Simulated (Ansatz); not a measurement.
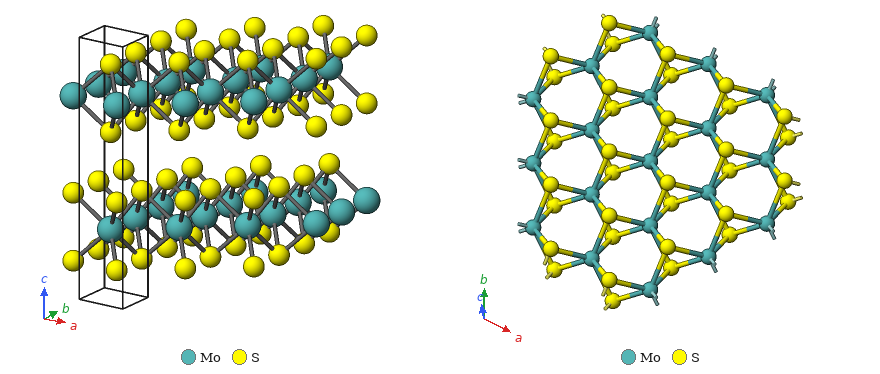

Left: the structure. Right: its underlying net. Nodes are coloured by element. One layer is drawn. Short stubs are edges that leave the cut-out.

MoS₂ (space group P6_3/mmc, No. 194): the end point of a relaxation with DFT, PBE-D3(BJ), plane waves, PAW in Ansatz; the starting structure was generated, so it need not be a known form of this composition.

Bonds are taken as Mo–S below 2.7 Å. Simplification: prune 0- and 1-connected atoms, fold 2-connected ones into links.

The result is a binodal (3,6)-connected, two-periodic (layers) net: S is a 3-connected node; Mo is a 6-connected node, in the ratio 2:1. It is the net of the trigonal-prismatic layers of 2H-MoS2. The layers lie parallel to (001).

```
node  links  point symbol  coordination sequence
   S      3            4³        3 13 9 24 15 36
  Mo      6        4³·6¹²        6 6 18 12 30 18
```
